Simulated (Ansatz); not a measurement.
## Nudged elastic band of BSiNH$_{5}$F$_{2}$ (part 2 of 2)

The same run, continued: BSiNH$_{5}$F$_{2}$, multiplicity 2; UKS PBE-D4/cc-pVDZ (Ansatz 0.2.0). It belongs to a series of runs on one base structure; here: band between the two ends.

Geometry of the input (Å):
```
B  -0.0175  -0.4000  -0.0851
F  -0.1619  -1.6119  0.5070
N  1.2319  0.2376  -0.1324
H  2.0625  -0.1623  0.2987
H  1.3617  1.1510  -0.5630
F  -1.1100  0.1546  -0.6546
Si 0.0129  0.2211  3.1592
H  -1.0875  -0.5836  3.8079
H  1.3090  -0.5549  3.1595
H  0.2008  1.5484  3.8600
```

**Output, continued**
```
NEB iter  42: max|band force component| = 7.711e-2 eV/Å  barrier→ = 1.2458 eV  barrier← = 0.0407 eV  CI = image 4  Δτ_max = 0.0500 Å  (154 SCF iters)
NEB iter  43: max|band force component| = 7.604e-2 eV/Å  barrier→ = 1.2457 eV  barrier← = 0.0406 eV  CI = image 4  Δτ_max = 0.0500 Å  (155 SCF iters)
NEB iter  44: max|band force component| = 5.171e-2 eV/Å  barrier→ = 1.2456 eV  barrier← = 0.0404 eV  CI = image 4  Δτ_max = 0.0500 Å  (154 SCF iters)
NEB iter  45: max|band force component| = 5.167e-2 eV/Å  barrier→ = 1.2455 eV  barrier← = 0.0404 eV  CI = image 4  Δτ_max = 0.0225 Å  (150 SCF iters)
the calculation of the forces begins
reference -15548.39101903 eV, -571.3928308714 hartree; 25, 24 occupied and 74, 75 virtual orbitals, 1152 factors
1152 factors; their error is unknown
mean field evaluation 1792: about -15516.9995 eV, gradient 8.3e1 eV
mean field -15548.37521290 eV, -571.3922500070 hartree, gradient 1.5e-5 eV, S^2 0.752878; 1 other end points of the search recorded, 0 dependent functions left out
the calculation of the forces begins
reference -15548.37525471 eV, -571.3922515432 hartree; 25, 24 occupied and 74, 75 virtual orbitals, 1152 factors
NEB iter  46: max|band force component| = 4.452e-2 eV/Å  barrier→ = 1.2454 eV  barrier← = 0.0403 eV  CI = image 4  Δτ_max = 0.0000 Å  (306 SCF iters)
```

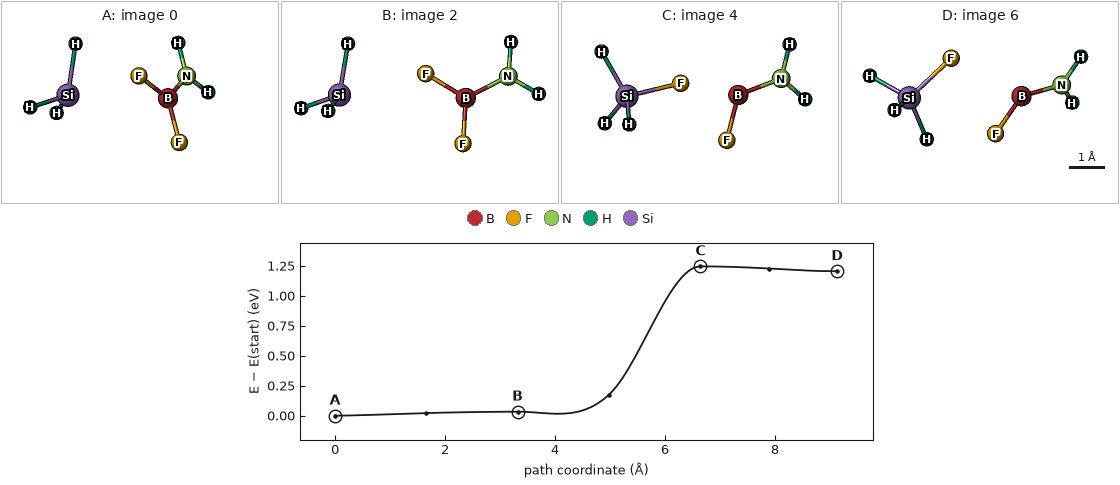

*Images of the last band (counted from 0; ball-and-stick, seen at a tilt) above the energy along the path; the line is a cubic interpolation that uses the forces.*

The highest image is number 4, 1.245 eV above the start and 0.040 eV above the end (the climbing image); the end lies 1.205 eV above the start. The path is 9.14 Å long. The band converged in 46 iterations.

```
Total energy: -15548.52539092 eV, -571.3977689471 hartree
Atom 0 at     0.381484    -0.576460    -0.114160 Å, force     0.001405     0.000305    -0.000079 eV/Å
Atom 1 at     0.830207     0.772171     2.290364 Å, force    -0.002073    -0.001685     0.000573 eV/Å
Atom 2 at     1.289044    -0.007807    -1.008094 Å, force    -0.010351    -0.002670     0.007032 eV/Å
Atom 3 at     2.258641    -0.310392    -1.070361 Å, force    -0.000148     0.001119    -0.001039 eV/Å
Atom 4 at     1.062848     0.816622    -1.575159 Å, force     0.001689     0.002143    -0.002438 eV/Å
Atom 5 at    -0.897538    -0.143464    -0.009874 Å, force     0.008226    -0.001116    -0.003176 eV/Å
Atom 6 at    -0.091684     0.013025     3.460814 Å, force     0.001520     0.000722    -0.001371 eV/Å
Atom 7 at    -1.170883    -0.787440     2.789807 Å, force    -0.000151     0.000961    -0.000312 eV/Å
Atom 8 at     0.822934    -0.870377     4.266899 Å, force    -0.000392    -0.000693    -0.000043 eV/Å
Atom 9 at    -0.683253     1.094122     4.326964 Å, force     0.000274     0.000915     0.000852 eV/Å
Dipole moment:     0.226787     0.078500    -0.075030 e Å
this run last wrote the band of iteration 46 to [file]; this run last wrote the band within `neb.f_tol` of iteration 19 to [file]
```

**The last band as extended XYZ (Å, eV, eV/Å)**
```
10
Properties=species:S:1:pos:R:3:forces:R:3 image=0 energy=-15549.77079
B    -0.0175   -0.4000   -0.0851    0.0124  -0.0054   0.0157
F    -0.1619   -1.6119    0.5070   -0.0023   0.0150  -0.0150
N     1.2319    0.2376   -0.1324   -0.0067   0.0093  -0.0083
H     2.0625   -0.1623    0.2987    0.0052   0.0030  -0.0035
H     1.3617    1.1510   -0.5630    0.0008  -0.0153   0.0149
F    -1.1100    0.1546   -0.6546   -0.0080  -0.0058   0.0003
Si    0.0129    0.2211    3.1592    0.0023   0.0069   0.0119
H    -1.0875   -0.5836    3.8079    0.0057   0.0054  -0.0004
H     1.3090   -0.5549    3.1595   -0.0070   0.0007   0.0003
H     0.2008    1.5484    3.8600   -0.0024  -0.0137  -0.0159
10
Properties=species:S:1:pos:R:3:forces:R:3 image=1 energy=-15549.74841
B     0.0654   -0.2973   -0.1579    0.0073  -0.0029   0.0041
F    -0.0740   -1.2002    0.8471   -0.0024  -0.0002  -0.0058
N     1.3316    0.1371   -0.5665   -0.0067  -0.0021   0.0046
H     2.1889   -0.1949   -0.1305    0.0014   0.0016   0.0044
H     1.4599    0.8101   -1.3187    0.0031   0.0035   0.0053
F    -1.0628    0.1554   -0.7471   -0.0078  -0.0009  -0.0023
Si   -0.0712    0.3331    3.5652    0.0012  -0.0010  -0.0016
H    -1.2002   -0.6627    3.6397   -0.0002   0.0003  -0.0006
H     1.2687   -0.3565    3.4788    0.0011  -0.0011  -0.0034
H    -0.1045    1.2761    4.7471    0.0030   0.0028  -0.0047
10
Properties=species:S:1:pos:R:3:forces:R:3 image=2 energy=-15549.73719
B     0.3062   -0.1649   -0.1295    0.0032  -0.0003  -0.0056
F     0.4740   -0.7961    1.0610    0.0082   0.0023  -0.0149
N     1.3806    0.0174   -1.0084    0.0025  -0.0013   0.0066
H     2.3217   -0.3066   -0.7973   -0.0005  -0.0032   0.0065
H     1.2754    0.4853   -1.9059    0.0023   0.0010   0.0036
F    -0.9343    0.2759   -0.4307   -0.0165  -0.0001   0.0082
Si   -0.2408    0.3593    3.8848    0.0004   0.0001  -0.0010
H    -1.3145   -0.6349    3.5218   -0.0005   0.0009  -0.0002
H     1.1131   -0.3000    3.9815    0.0005  -0.0006  -0.0006
H    -0.5795    1.0645    5.1798    0.0006   0.0013  -0.0025
10
Properties=species:S:1:pos:R:3:forces:R:3 image=3 energy=-15549.59516
B     0.5031   -0.0722    0.1335   -0.0050   0.2392   0.0714
F     1.0731    0.1270    1.3599    0.1699  -0.3105  -0.3491
N     1.2752    0.0094   -1.0303    0.0567   0.0467   0.0021
H     2.2837    0.1412   -1.0041    0.0121   0.1271   0.0504
H     0.8558    0.1709   -1.9420   -0.0531  -0.2201  -0.1089
F    -0.8240   -0.3101    0.0990    0.0198   0.0449   0.0040
Si   -0.2186    0.2095    3.6966   -0.0660   0.0441   0.0897
H    -1.0966   -0.8021    3.0003   -0.0311   0.0399   0.0520
H     0.9519   -0.4926    4.3458   -0.0171   0.0365   0.0159
H    -1.0019    1.0190    4.6987   -0.0861  -0.0477   0.1725
10
Properties=species:S:1:pos:R:3:forces:R:3 image=4 energy=-15548.52535
B     0.3815   -0.5765   -0.1142    0.0014   0.0003  -0.0001
F     0.8302    0.7722    2.2904   -0.0021  -0.0017   0.0006
N     1.2890   -0.0078   -1.0081   -0.0104  -0.0027   0.0070
H     2.2586   -0.3104   -1.0704   -0.0001   0.0011  -0.0010
H     1.0628    0.8166   -1.5752    0.0017   0.0021  -0.0024
F    -0.8975   -0.1435   -0.0099    0.0082  -0.0011  -0.0032
Si   -0.0917    0.0130    3.4608    0.0015   0.0007  -0.0014
H    -1.1709   -0.7874    2.7898   -0.0002   0.0010  -0.0003
H     0.8229   -0.8704    4.2669   -0.0004  -0.0007   0.0000
H    -0.6833    1.0941    4.3270    0.0003   0.0009   0.0009
10
Properties=species:S:1:pos:R:3:forces:R:3 image=5 energy=-15548.54306
B     0.1261   -0.3555   -0.2054   -0.0009   0.0008  -0.0022
F     1.2173   -0.0077    2.3309    0.0009  -0.0132   0.0025
N     1.1427    0.0297   -1.0789   -0.0052   0.0046   0.0033
H     1.8464   -0.6217   -1.4197   -0.0039   0.0002  -0.0062
H     1.3038    1.0076   -1.3441    0.0040   0.0037   0.0025
F    -0.7827    0.5301    0.2770    0.0049   0.0018   0.0041
Si   -0.0145   -0.1204    3.4559    0.0027  -0.0017  -0.0031
H    -1.1732   -0.8580    2.8482    0.0024  -0.0087   0.0014
H     0.5411   -0.8793    4.6325   -0.0022   0.0073   0.0110
H    -0.4052    1.2752    3.8607   -0.0028   0.0050  -0.0131
10
Properties=species:S:1:pos:R:3:forces:R:3 image=6 energy=-15548.56568
B    -0.0111   -0.2018   -0.3296    0.0037   0.0130   0.0001
F     1.0633   -0.8656    2.2388   -0.0036   0.0018  -0.0006
N     1.1238    0.2200   -1.0197    0.0045  -0.0014  -0.0031
H     1.6477   -0.3959   -1.6381   -0.0022   0.0028   0.0039
H     1.5523    1.1411   -0.8742   -0.0078  -0.0082   0.0013
F    -0.6856    0.6269    0.5135    0.0026  -0.0074  -0.0008
Si   -0.0086   -0.2525    3.3655   -0.0004   0.0002   0.0087
H    -1.3854   -0.7797    3.0744    0.0041   0.0036  -0.0025
H     0.4660   -0.7423    4.7104    0.0005  -0.0007  -0.0031
H     0.0394    1.2498    3.3160   -0.0015  -0.0037  -0.0040
```

**Results in brief**

```tsv
quantity	value
outcome	converged
barrier, forward	1.245 eV
barrier, backward	0.040 eV
wall time	4.5 min (CPU time 17 min)
peak memory	0.17 GiB
```

**Notes**

The order of the saddle point was not checked.
